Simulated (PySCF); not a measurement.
As$_{3}$F$_{3}$Ga$_{3}$H$_{3}$

```xyz
12

Ga   -1.2117    1.3365   -0.2373
F    -1.0771    3.0192   -0.7379
As   -1.4843    1.0149    2.1497
Ga   -0.3490   -1.0529    1.6793
F    -1.4967   -2.3712    1.4090
As    1.8357   -1.7620    0.9724
Ga    1.0404   -1.0144   -1.1992
F     2.2813   -0.9796   -2.4477
As   -1.1383   -0.3225   -1.9759
H    -0.1694    1.7788    2.3153
H     2.4169   -0.3531    1.1280
H    -0.5322    0.6235   -3.0047
```

Geometry: PBE0-D3(BJ)/def2-SVP.

These are results of PySCF, CAM-B3LYP/def2-SVPD, SCF density, gas phase, not measurements.

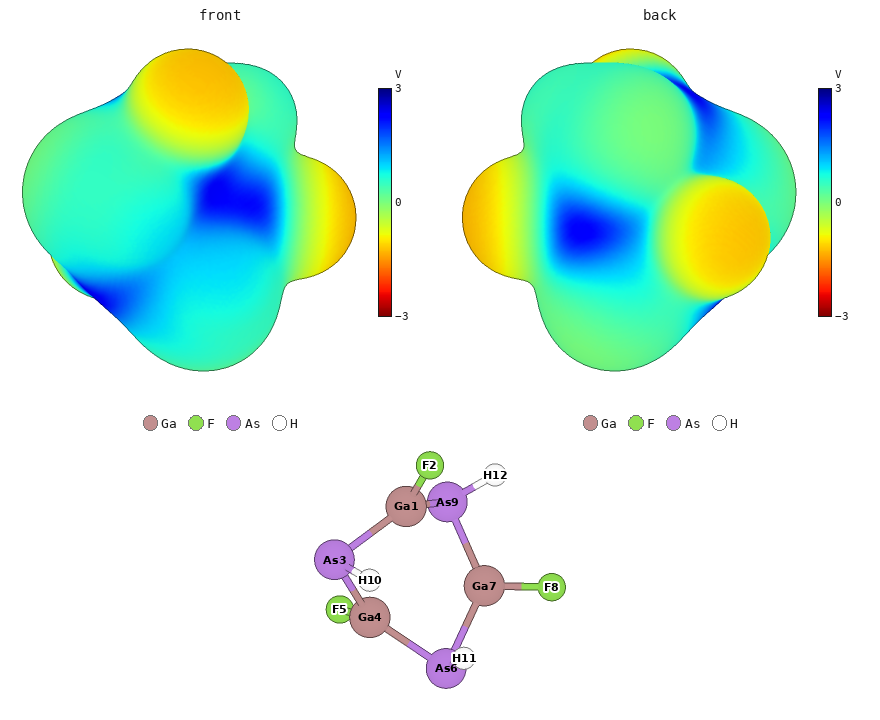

Figure 1. The electrostatic potential painted on the density surface at 0.001 e/bohr³, seen from the front and from behind; the colour scale runs from red (negative) to blue (positive). The bare structure is drawn below in the same view.

Which sites attract a positive test charge, and which a negative one?

Answer. A positive charge is drawn to the negative regions and a negative charge to the positive ones. The most negative region (about −1.3 V, or −30 kcal/mol for a unit charge) lies over F2 and F8, the most positive (about +2.3 V, or +53 kcal/mol for a unit charge) over Ga1, Ga4 and Ga7.

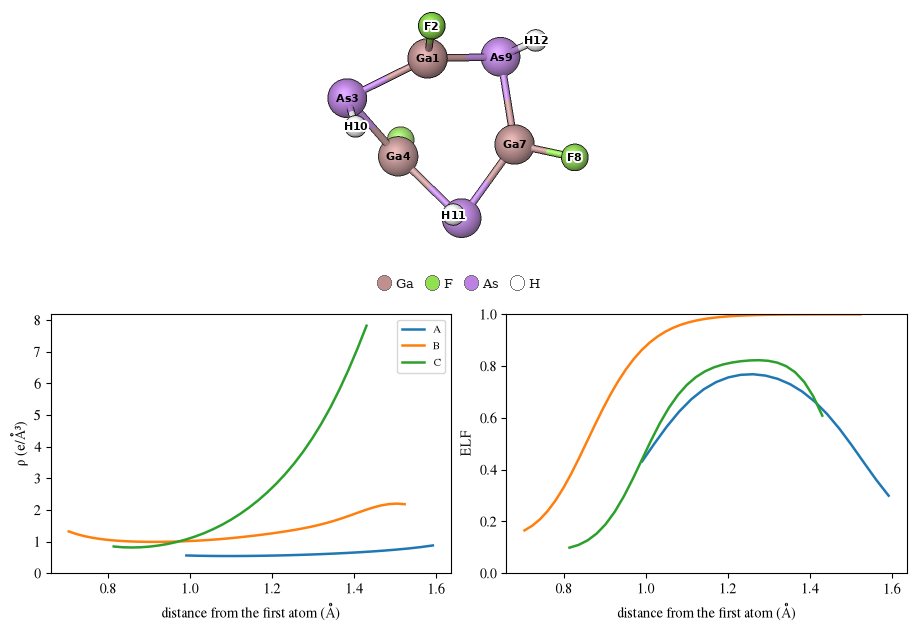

Figure 2. Total electron density and electron localisation function along straight lines between neighbouring atoms. The curves leave out the atomic cores. The structure is drawn too.

Which curve belongs to which contact (As–H, Ga–As and Ga–F)? The first atom named is at distance zero.

Answer. Curve A: Ga–As (2.40 Å): ρ is about 0.55 e/Å³ halfway; the ELF peaks at about 0.75 in the valence shell of As, 1.1 Å from its nucleus, and is about 0.75 at the midpoint. Curve B: As–H (1.52 Å): ρ at the midpoint is about 1.1 e/Å³; the ELF climbs to about 1 towards the hydrogen, as it does in any bond to H. Curve C: Ga–F (1.76 Å): the density is about 0.82 e/Å³ at the midpoint; the ELF peaks at about 0.80 in the valence shell of F, 0.5 Å from its nucleus, and is about 0.15 at the midpoint.
